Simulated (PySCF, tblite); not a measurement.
# C8H13BO: geometry, infrared bands and NMR shifts

Wanted: the infrared bands and NMR shifts of C8H13BO (`C#C[C@@H]1CCB[C@H]1COC`), by calculation.

The runs use tblite 0.8.0 and PySCF 2.14.0, with density-fitted response routines of our own; the level of theory stands in each step. All values are computed, except where a source is named. Atoms are numbered from 0 throughout.

## (1) The molecule as given

23 atoms, charge 0, multiplicity 1; geometry from: force field or distance geometry start.

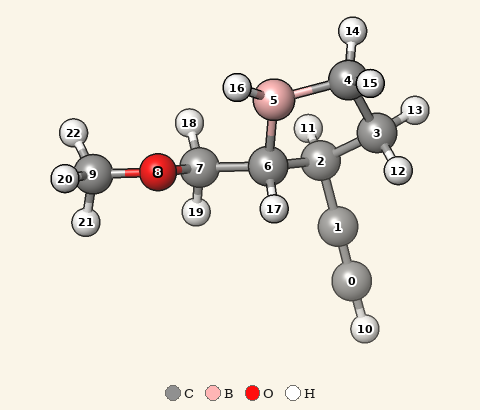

The starting geometry (carbon grey, boron pink, oxygen red, hydrogen white), atoms numbered.

## (2) Relaxing the molecule with GFN2-xTB

The job: settings as JSON, then the geometry in Å.

```
{"job": {"kind": "relax", "xc": "GFN2-xTB", "basis": "xTB"}, "charge": 0, "multiplicity": 1}
C     -1.897500     2.598900    -1.347200
C     -1.638000     1.472500    -0.997600
C     -1.299700     0.104700    -0.542200
C     -2.307200    -0.349400     0.486600
C     -1.638300    -1.463400     1.294500
B     -0.097100    -1.193600     1.103300
C     -0.036500     0.138200     0.237900
C      1.212600     0.039300    -0.618500
O      2.273500     0.073300     0.288400
C      3.499700    -0.004200    -0.308500
H     -2.149900     3.592500    -1.656900
H     -1.283600    -0.579500    -1.412900
H     -2.531000     0.463000     1.205700
H     -3.232000    -0.749100     0.031000
H     -1.899000    -2.457300     0.894000
H     -1.861500    -1.344900     2.379500
H      0.800700    -1.496300     1.848300
H      0.050100     1.025700     0.891000
H      1.215900    -0.892700    -1.219500
H      1.224400     0.929100    -1.277800
H      4.265600     0.047100     0.521200
H      3.614200     0.957600    -0.897000
H      3.709700    -0.884500    -0.893200
```

Run with:

```sh
$ OMP_NUM_THREADS=1 python probes_run.py task.json out
```

This one command runs all jobs of the session in turn.

Output:

```text
step      E/eV     max force
  0    -787.55610    2.791
  1    -787.87792    1.441
  2    -787.94955    3.246
  3    -788.04074    1.779
  4    -788.09825    0.693
  5    -788.13944    0.457
  6    -788.16015    0.413
  7    -788.18982    0.434
  8    -788.21318    0.352
  9    -788.23039    0.276
 10    -788.24099    0.206
 11    -788.25045    0.209
 12    -788.25940    0.240
 13    -788.26686    0.233
 14    -788.27184    0.167
 15    -788.27532    0.146
 16    -788.27826    0.128
 17    -788.28078    0.103
 18    -788.28276    0.098
 19    -788.28430    0.084
 20    -788.28575    0.094
 21    -788.28740    0.091
 22    -788.28927    0.096
 23    -788.29126    0.105
 24    -788.29329    0.117
 25    -788.29539    0.098
 26    -788.29755    0.104
 27    -788.29963    0.101
 28    -788.30139    0.117
 29    -788.30284    0.113
 30    -788.30417    0.085
 31    -788.30556    0.089
 32    -788.30696    0.074
 33    -788.30818    0.067
 34    -788.30908    0.059
 35    -788.30976    0.058
 36    -788.31033    0.052
 37    -788.31084    0.050
 38    -788.31128    0.047
 39    -788.31166    0.049
 40    -788.31201    0.044
 41    -788.31236    0.037
 42    -788.31273    0.040
 43    -788.31312    0.048
 44    -788.31351    0.047
 45    -788.31388    0.037
 46    -788.31425    0.048
 47    -788.31462    0.043
 48    -788.31497    0.037
 49    -788.31525    0.036
 50    -788.31548    0.037
 51    -788.31573    0.032
 52    -788.31601    0.041
 53    -788.31628    0.032
 54    -788.31648    0.026
 55    -788.31665    0.025
 56    -788.31682    0.028
 57    -788.31697    0.027
 58    -788.31708    0.018
 59    -788.31715    0.014
 60    -788.31720    0.016
 61    -788.31725    0.017
 62    -788.31731    0.014
 63    -788.31736    0.014
 64    -788.31742    0.015
 65    -788.31748    0.019
 66    -788.31754    0.019
 67    -788.31760    0.015
 68    -788.31766    0.017
 69    -788.31772    0.021
 70    -788.31778    0.021
 71    -788.31786    0.018
 72    -788.31793    0.018
 73    -788.31798    0.018
 74    -788.31802    0.016
 75    -788.31805    0.011
 76    -788.31808    0.010
```

It took 1.1 s on 1 thread of Arm Neoverse N1, shared host; peak memory 0.18 GiB.

Along the way: (not every step is listed)

```
step  energy from step 0 (eV)  largest force (eV/Å)
   0                   0.0000                2.7913
   1                  -0.3218                1.4412
   2                  -0.3935                3.2456
   3                  -0.4846                1.7794
   4                  -0.5421                0.6926
   5                  -0.5833                0.4573
   6                  -0.6041                0.4133
   7                  -0.6337                0.4338
   8                  -0.6571                0.3520
  14                  -0.7157                0.1671
  20                  -0.7296                0.0938
  26                  -0.7414                0.1042
  32                  -0.7509                0.0744
  38                  -0.7552                0.0470
  44                  -0.7574                0.0465
  50                  -0.7594                0.0371
  56                  -0.7607                0.0276
  62                  -0.7612                0.0139
  68                  -0.7616                0.0173
  71                  -0.7618                0.0179
  72                  -0.7618                0.0184
  73                  -0.7619                0.0181
  74                  -0.7619                0.0155
  75                  -0.7619                0.0110
  76                  -0.7620                0.0099
```

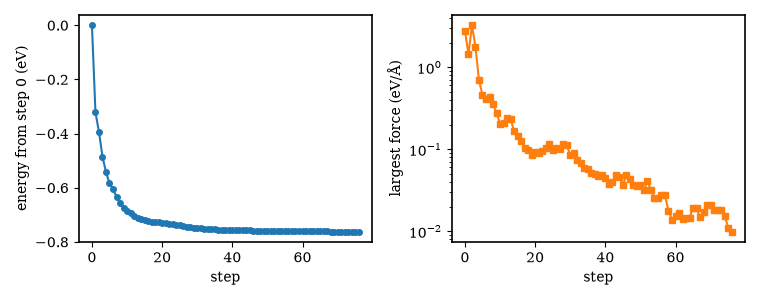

Energy and force, step by step.

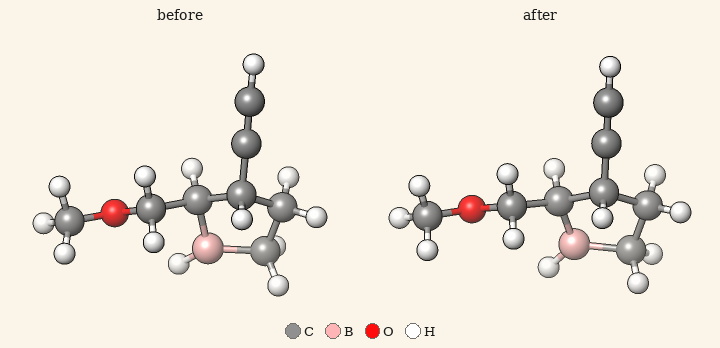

Before and after, at one scale.

Distances of close pairs at the start and the end, largest changes first:

```
  bond  before (Å)  after (Å)  change (Å)
 C2–C6       1.485      1.549      +0.064
C9–H20       1.130      1.088      -0.042
B5–H16       1.205      1.164      -0.041
 O8–C9       1.366      1.401      +0.035
C9–H21       1.133      1.098      -0.035
 C1–C2       1.481      1.447      -0.034
 C2–C3       1.510      1.538      +0.028
C4–H15       1.114      1.090      -0.024
```

The final coordinates are the input of the step that follows.

## (3) Harmonic vibrations with GFN2-xTB

The job: settings as JSON, then the geometry in Å.

```
{"job": {"kind": "ir", "xc": "GFN2-xTB", "basis": "xTB"}, "charge": 0, "multiplicity": 1}
C     -1.793091     2.547978    -1.406178
C     -1.571846     1.448958    -0.986043
C     -1.300421     0.133694    -0.448533
C     -2.388303    -0.348387     0.525565
C     -1.732335    -1.483758     1.326117
B     -0.201177    -1.125923     1.375628
C      0.012312     0.074848     0.370800
C      1.251272     0.088738    -0.524670
O      2.403262     0.160704     0.283774
C      3.596452     0.108569    -0.449375
H     -1.988132     3.507021    -1.784015
H     -1.222939    -0.575742    -1.282014
H     -2.651961     0.470497     1.197858
H     -3.292408    -0.660475     0.001813
H     -1.841772    -2.424675     0.776121
H     -2.228260    -1.643657     2.283679
H      0.620647    -1.650173     2.012385
H      0.064727     0.983314     0.987425
H      1.281451    -0.824953    -1.142776
H      1.217741     0.954203    -1.209439
H      4.409719     0.173715     0.270913
H      3.669525     0.944150    -1.158188
H      3.680787    -0.831661    -1.010768
```

Output:

```text
mode    cm-1     km/mol
  1      51.8      0.29
  2      76.0      6.95
  3      95.8      0.91
  4     113.2      0.76
  5     134.4      0.81
  6     161.5      1.66
  7     224.4      1.19
  8     232.7      2.69
  9     296.5      1.43
 10     322.8      0.95
 11     376.8      2.30
 12     464.3      0.55
 13     467.8      0.38
 14     507.5      1.39
 15     546.8     11.39
 16     622.6     14.25
 17     660.2     11.38
 18     663.6     19.92
 19     767.1     62.62
 20     815.1     39.95
 21     859.1      6.82
 22     906.9      7.36
 23     935.3      1.37
 24     965.0     57.62
 25    1001.8     11.52
 26    1026.3     14.39
 27    1042.5     29.09
 28    1076.0     41.82
 29    1095.5     12.21
 30    1108.2     20.12
 31    1119.8     80.17
 32    1130.7      6.84
 33    1145.5     23.58
 34    1149.4      5.75
 35    1186.9      8.45
 36    1194.7     39.09
 37    1203.5     18.53
 38    1250.0      5.45
 39    1271.8      8.14
 40    1279.2     18.20
 41    1285.7      0.35
 42    1327.9      0.36
 43    1352.4     22.87
 44    1408.2      1.05
 45    1449.7     13.46
 46    1471.0      4.78
 47    1492.9      4.65
 48    1496.5      0.44
 49    1503.4      1.48
 50    2288.7     18.65
 51    2700.5    118.57
 52    2802.8     73.73
 53    2843.5     54.90
 54    2880.0     61.78
 55    2892.5      4.34
 56    2902.1     49.94
 57    2906.8     78.92
 58    2934.6     21.70
 59    2979.6     57.78
 60    2992.8     37.94
 61    2999.5     56.36
 62    3025.3     23.61
 63    3394.3      1.91
```

It took 1.7 s on 1 thread of Arm Neoverse N1, shared host; peak memory 0.18 GiB.

Which atoms move in the most intense modes:

```
cm⁻¹  km/mol                                  atoms
 767    62.6   B5 26 %, H16 19 %, C4 15 %, H15 10 %
 965    57.6  H17 21 %, C7 16 %, H18 15 %, H19 14 %
1120    80.2              O8 39 %, C9 23 %, C7 13 %
2700   118.6                               H16 92 %
2803    73.7                     H19 52 %, H18 39 %
2880    61.8                     H22 49 %, H21 42 %
2907    78.9                     H21 50 %, H22 44 %
2980    57.8                     H12 66 %, H13 22 %
```

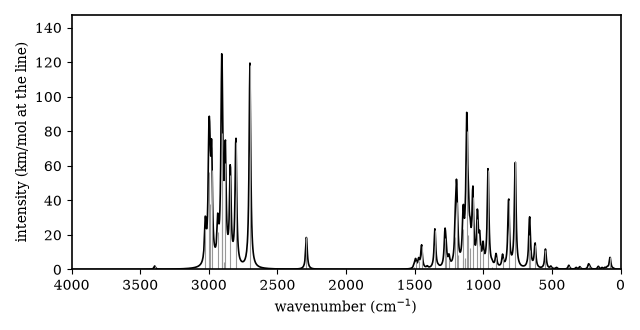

The infrared spectrum from these modes, unscaled. Lines are broadened to a width of 14 cm⁻¹ (Lorentzian).

## (4) NMR shieldings: PBE0/pcSseg-1

The job, as its differences from that of step 3:

```diff
@@ -1,2 +1,2 @@
-{"job": {"kind": "ir", "xc": "GFN2-xTB", "basis": "xTB"}, "charge": 0, "multiplicity": 1}
+{"job": {"kind": "nmr", "xc": "PBE0", "basis": "pcSseg-1"}, "charge": 0, "multiplicity": 1}
 C     -1.793091     2.547978    -1.406178
```

Level: GIAO PBE0/pcSseg-1 NMR shielding, non-relativistic, gas phase.

Output:

```text
coarse grid: 18920 points
cycle   1  E = -411.9362398624  dE =  1.310e+00  |g| = 6.591e-01  |ddm| = 4.361e+00
cycle   2  E = -411.8874825064  dE =  4.876e-02  |g| = 8.541e-01  |ddm| = 1.558e+00
cycle   3  E = -412.0307201704  dE = -1.432e-01  |g| = 1.208e-01  |ddm| = 9.224e-01
cycle   4  E = -412.0332582472  dE = -2.538e-03  |g| = 3.450e-02  |ddm| = 1.218e-01
cycle   5  E = -412.0335059177  dE = -2.477e-04  |g| = 1.141e-02  |ddm| = 4.172e-02
cycle   6  E = -412.0335282622  dE = -2.234e-05  |g| = 6.135e-03  |ddm| = 1.407e-02
cycle   7  E = -412.0335370401  dE = -8.778e-06  |g| = 1.630e-03  |ddm| = 5.020e-03
final grid: 181920 points
cycle   8  E = -412.1048373516  dE = -5.243e-05  |g| = 1.318e-02  |ddm| = 5.655e-02
cycle   9  E = -412.1048101227  dE =  2.723e-05  |g| = 1.802e-02  |ddm| = 2.288e-02
cycle  10  E = -412.1048731928  dE = -6.307e-05  |g| = 1.738e-03  |ddm| = 1.385e-02
cycle  11  E = -412.1048738489  dE = -6.561e-07  |g| = 3.803e-04  |ddm| = 1.855e-03
cycle  12  E = -412.1048738683  dE = -1.948e-08  |g| = 2.610e-04  |ddm| = 5.106e-04
cycle  13  E = -412.1048738845  dE = -1.616e-08  |g| = 5.315e-05  |ddm| = 2.142e-04
cycle  14  E = -412.1048738851  dE = -6.099e-10  |g| = 1.369e-05  |ddm| = 6.145e-05
converged SCF energy = -412.1048738851

GIAO shielding tensors (ppm)
atom      isotropic    diamagn.    paramagn.     s11        s22        s33       span
  0 C      112.274     259.363    -147.089     42.331     45.976    248.515    206.184
  1 C       93.089     257.108    -164.019    -11.177     -7.505    297.948    309.125
  2 C      151.440     249.065     -97.625    125.432    159.831    169.059     43.627
  3 C      148.245     246.909     -98.665    117.619    152.717    174.397     56.778
  4 C      154.013     255.860    -101.847    141.079    152.192    168.768     27.689
  5 B        6.361     188.539    -182.178    -63.890    -30.007    112.980    176.870
  6 C      128.117     251.273    -123.156    115.670    125.751    142.932     27.262
  7 C      110.908     246.263    -135.355     72.904     90.853    168.967     96.063
  8 O      308.801     397.137     -88.336    278.382    312.975    335.047     56.665
  9 C      125.480     241.312    -115.832     94.584     98.098    183.757     89.173
 10 H       30.164      35.006      -4.842     24.713     25.216     40.564     15.851
 11 H       29.619      31.262      -1.643     27.175     27.892     33.791      6.617
 12 H       29.946      30.580      -0.634     25.257     29.864     34.716      9.459
 13 H       29.234      29.005       0.229     24.253     28.236     35.213     10.961
 14 H       30.665      30.284       0.380     25.534     28.740     37.720     12.186
 15 H       29.744      29.124       0.619     24.733     28.210     36.289     11.556
 16 H       23.556      30.366      -6.811     17.658     25.735     27.275      9.617
 17 H       29.999      32.572      -2.574     25.661     30.902     33.433      7.771
 18 H       28.630      32.806      -4.176     24.991     29.907     30.990      5.999
 19 H       27.650      32.284      -4.634     22.936     28.078     31.936      9.000
 20 H       27.701      26.934       0.767     23.658     25.120     34.326     10.668
 21 H       28.227      27.637       0.591     24.562     25.878     34.242      9.680
 22 H       28.343      27.824       0.519     24.654     25.987     34.388      9.734
```

Wall time 2 min (1 thread of Arm Neoverse N1, shared host); peak memory 1.1 GiB.

The references, computed at this level on geometries of the same kind, shield at (ppm): 1H TMS 31.72, 13C TMS 186.9, 17O H2O 336.1, 11B BF3·OEt2 100.1. Their shielding less the atom's gives the shift. The references are single molecules in the gas phase, so shifts against H2O, NH3, PH3, H3PO4 or CFCl3 are not on the usual liquid scales and can be off by tens of ppm. Atoms listed in one row are averaged.

```
        atoms                                              environment  σ (ppm)  δ (ppm)  δ scaled to CDCl3
           C1                                            alkyne carbon     93.1     93.8               89.7
           C7                                      sp3 CH2 bonded to O    110.9     76.0               72.3
           C0                                   terminal alkyne carbon    112.3     74.7               70.9
           C9                                methyl carbon bonded to O    125.5     61.4               58.1
           C6                                       sp3 CH bonded to B    128.1     58.8               55.5
           C3                                        sp3 CH2 in a ring    148.2     38.7               35.8
           C2                                       propargylic sp3 CH    151.4     35.5               32.7
           C4                                      sp3 CH2 bonded to B    154.0     32.9               30.2
          H16  hydrogen on a boron bonded to 2 C, in a 5-membered ring    23.56     8.16                  –
          H19                       hydrogen on an sp3 CH2 bonded to O    27.65     4.07               3.94
H20, H21, H22                  hydrogen on a methyl carbon bonded to O    28.09     3.63               3.52
          H18                       hydrogen on an sp3 CH2 bonded to O    28.63     3.09               3.02
          H13                         hydrogen on an sp3 CH2 in a ring    29.23     2.48               2.45
          H11                         hydrogen on a propargylic sp3 CH    29.62     2.10               2.08
          H15                       hydrogen on an sp3 CH2 bonded to B    29.74     1.97               1.97
          H12                         hydrogen on an sp3 CH2 in a ring    29.95     1.77               1.78
          H17                        hydrogen on an sp3 CH bonded to B    30.00     1.72               1.73
          H10                     hydrogen on a terminal alkyne carbon    30.16     1.55               1.57
          H14                       hydrogen on an sp3 CH2 bonded to B    30.66     1.05               1.10
           B5             boron bonded to 2 C, H, in a 5-membered ring      6.4     93.7                  –
           O8                                             ether oxygen    308.8     27.3                  –
```

The scaled column applies a straight-line fit of computed shieldings to shifts measured in CDCl3 (root-mean-square error 0.16 ppm for H, 1.9 ppm for C).

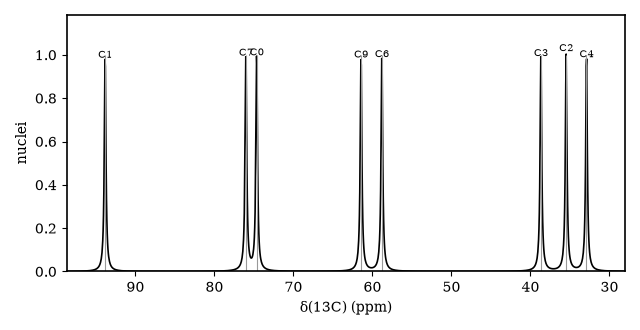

13C lines at the computed shifts, without couplings. Lines are broadened to a width of 0.24 ppm (Lorentzian).

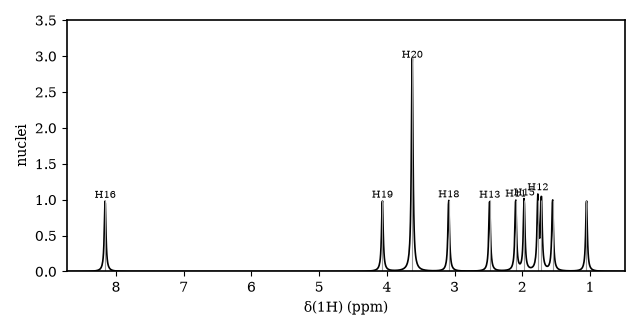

1H lines at the computed shifts, without couplings. Lines are broadened to a width of 0.03 ppm (Lorentzian).

Charges from the same density, by scheme (e):

```
atoms  Mulliken    IAO  Hirshfeld  ESP fit
   C0     -0.43  -0.27      -0.13    -0.30
   C1      0.38  -0.03      -0.04    -0.40
   C2     -0.33  -0.12      -0.01     0.56
   C3     -0.11  -0.24      -0.06    -0.06
   C4     -0.48  -0.42      -0.14    -0.38
   B5      0.46   0.20       0.18     0.29
   C6     -0.47  -0.25      -0.09    -0.11
   C7      0.16  -0.03       0.00     0.16
   O8     -0.52  -0.39      -0.14    -0.37
   C9     -0.02  -0.20      -0.04    -0.13
```

ESP fit charges:

C0 -0.30; C1 -0.40; C2 0.56; C3 -0.06; C4 -0.38; B5 0.29; C6 -0.11; C7 0.16; O8 -0.37; C9 -0.13; H10 0.27; H11 -0.06; H12 0.05; H13 0.02; H14 0.10; H15 0.10; H16 -0.12; H17 0.06; H18 0.00; H19 0.04; H20 0.12; H21 0.07; H22 0.08

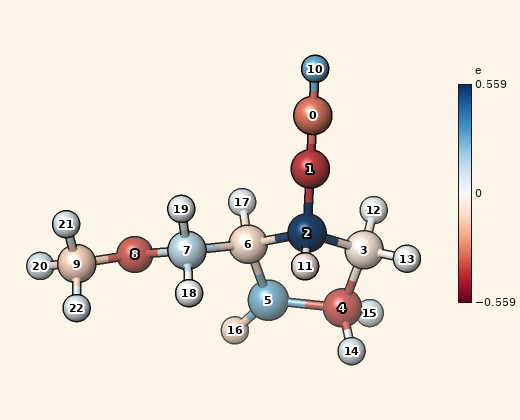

ESP fit charges, as colours on the atoms.

Mayer bond orders: C0–C1 2.48, C1–C2 1.02, C2–C3 1.01, C3–C4 1.06, C4–B5 0.97, B5–C6 0.94, C6–C7 1.02, C7–O8 0.92, O8–C9 0.94, C6–C2 0.99.

Ring of atoms C2, C3, C4, B5, C6: NICS(0) 0.0, NICS(1) -3.4, NICS(1)zz -2.0 ppm (means of both faces).

Orbitals, density, ELF and potential are computed afterwards from the orbital file.

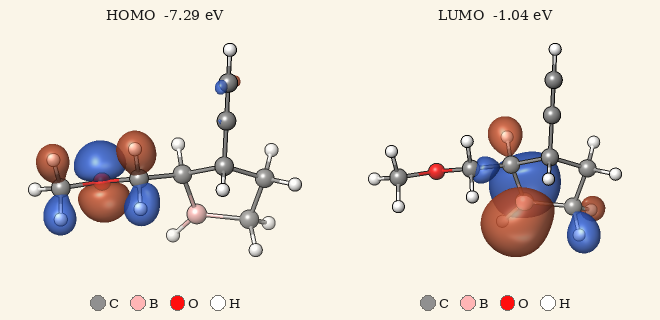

Frontier orbitals at PBE0/pcSseg-1; each surface holds 70 % of the orbital's density, blue and red mark the sign.

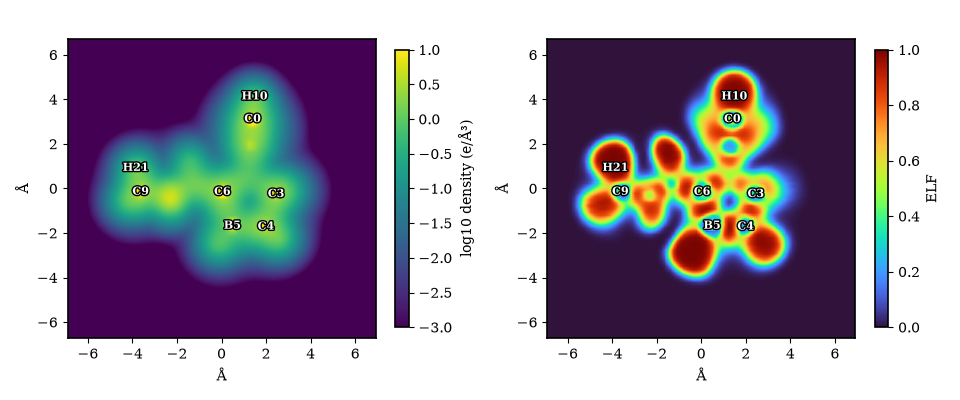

Density (left) and ELF (right) in a plane through or near 8 of the atoms.

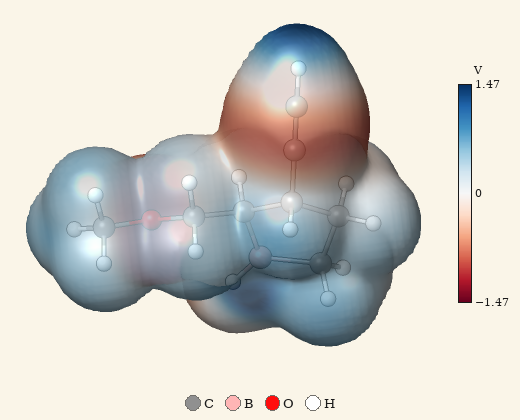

Electrostatic potential on the surface of density 0.002 e/bohr³; red is low, blue high. It runs from -1.47 V near O8 to 1.28 V near B5.

## (5) Summary of results

| quantity | value |
| --- | --- |
| strongest single infrared mode (GFN2-xTB) | 2700 cm⁻¹, 119 km/mol |
| zero-point energy (GFN2-xTB) | 118.5 kcal/mol |
| 13C shifts against TMS (PBE0/pcSseg-1) | 93.8, 76.0, 74.7, 61.4, 58.8, 38.7, 35.5, 32.9 ppm |
| 1H shifts against TMS (PBE0/pcSseg-1, means over atoms taken as alike) | 8.16, 4.07, 3.63, 3.09, 2.48, 2.10, 1.97, 1.77, 1.72, 1.55, 1.05 ppm |
| 11B shifts against BF3·OEt2 (PBE0/pcSseg-1) | 93.7 ppm |
| 17O shifts against H2O (PBE0/pcSseg-1) | 27.3 ppm |
| surface potential, least and greatest | -1.47 V and 1.28 V |

What this shows: The optimisation took 76 steps and gained 0.762 eV; among the close pairs (by a distance rule), C2–C6 changed most, from 1.485 to 1.549 Å. No mode is imaginary among the 63: a minimum at this level. The strongest single mode, at 2700 cm⁻¹, moves mainly H16. GFN2-xTB is a fitted tight-binding method: band positions and strengths are rough. Its intensities can rank the bands wrongly. At PBE0/pcSseg-1: The widest tensor belongs to C1: span 309 ppm, with a paramagnetic part of -164 ppm. At PBE0/pcSseg-1, counted by nearest atom on the grid, the HOMO lies on O8 58 %; H18, H19 about 8 % each, the LUMO on B5 52 %; H16 15 %.
